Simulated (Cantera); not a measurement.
A closed system holds: 1 mol MgO, 0.15 mol H2S, 0.16 mol CO2, equilibrated at 17.0 mbar.

Equilibrium computed with Cantera from the NASA thermochemical tables; the gas is ideal and each condensed phase is pure. Candidate condensed phases: C, C6H6, C7H8, C8H18, H2O, H2SO4, Mg, MgCO3, MgO, Mg(OH)2, MgS, MgSO4, S; 130 gas species. Gases not in the tables: S3 to S7. Kinetics and transport are ignored.

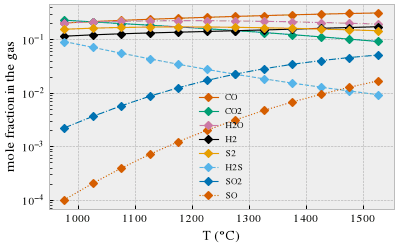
Equilibrium gas composition (values under 1e-9 drawn at 1e-9)

From 977 °C to 1527 °C the condensed part is MgO(s).
